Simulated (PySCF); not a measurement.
## Electronic structure of B2 (charge +1, doublet) in real space

```tsv
atom	x (Å)	y (Å)	z (Å)
B	0.0000	0.0000	-1.0910
B	0.0000	0.0000	1.0910
```

Computed with PBE0/6-31G(d,p), non-relativistic, at a bond length of 2.182 Å in PySCF.

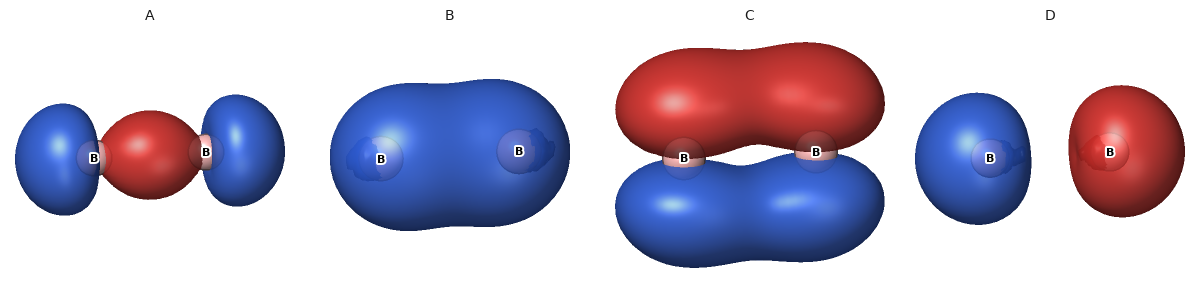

Figure 1. Four frontier α-spin orbitals, each drawn at the value that holds 80 % of its norm (blue and red are the two phases), in no order; of a degenerate pair one member is drawn.

Question: Label each orbital by symmetry, say whether it is occupied, and order them by energy.

Answer: Orbital B: σg, occupied in this spin, −20.80 eV; with no node between the nuclei.
Orbital D: σu, occupied in this spin, −17.05 eV; antibonding, with a node between the atoms.
Orbital A: σg, occupied in this spin, −13.74 eV; with no node between the nuclei.
Orbital C: πu, empty in this spin, −10.54 eV; with no node between the nuclei, bonding.

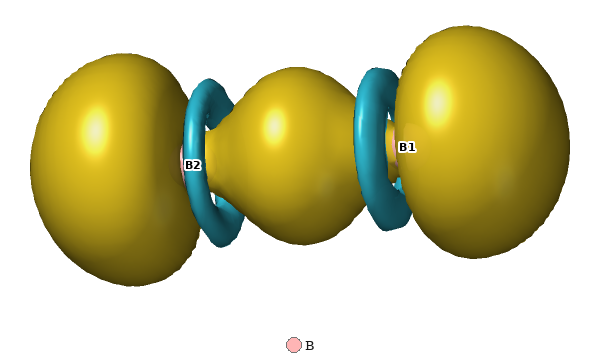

Figure 2. Isosurfaces of the spin density (α minus β) at +0.02 (yellow) and −0.02 e/Å³ (cyan), seen from one side.

Question: Where is the unpaired spin?

Answer: The unpaired spin (1 electron) lies mostly on B1 (about 0.5) and B2 (about 0.5), in electrons by Hirshfeld's partition.

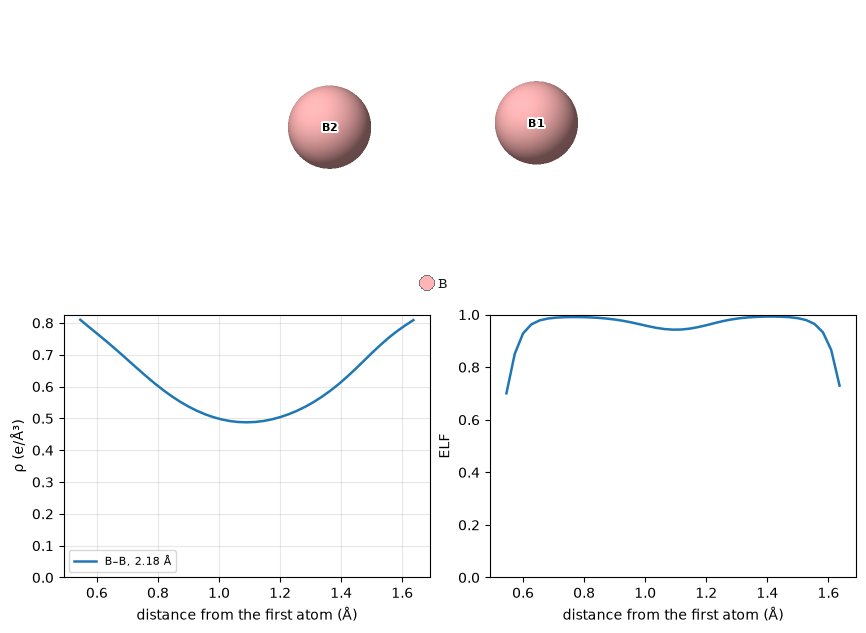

Figure 3. Electron density and electron localisation function along straight lines between neighbouring atoms. The curves leave out the atomic cores. The structure is drawn too.

Question: What can be read from the curves?

Answer: B–B (2.18 Å): ρ at the midpoint is about 0.49 e/Å³; the ELF peaks at about 1 between the atoms.
